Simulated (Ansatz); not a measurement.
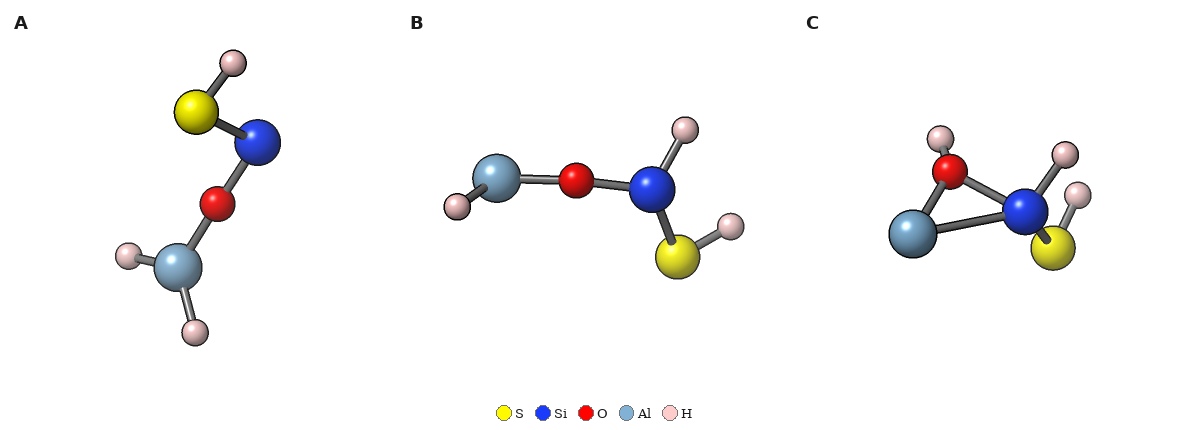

3 stationary structures of one formula. Geometries: PBE-D4/def2-SVP. Electronic energies: PBE-D4/def2-SVP (Ansatz 0.2.0), without zero-point energy. No frequency run is at hand to confirm each as a minimum. Each is one conformer, not always the lowest.

Rank them by energy, lowest first.

Answer. A is lowest; C lies 97.7 kJ/mol above it (C1), B lies 162.1 kJ/mol above it (C1).
